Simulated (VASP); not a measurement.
Band structure of C (diamond). Level of theory: optB86b-vdW, VASP's PBE PAW potentials (set 64) (plane waves; VASP).

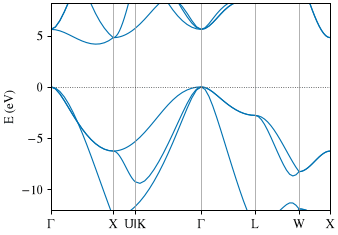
Figure: Bands along high-symmetry lines, zero at the valence-band maximum or, without a gap, the Fermi level

Read the plot: is there a gap, and where are the band edges?

The gap is indirect, 4.16 eV, from the valence maximum at Γ to the conduction minimum at Γ-X at 0.71. (Edges off the drawn lines would not show.)

The compound is C in the diamond structure. It was relaxed first.
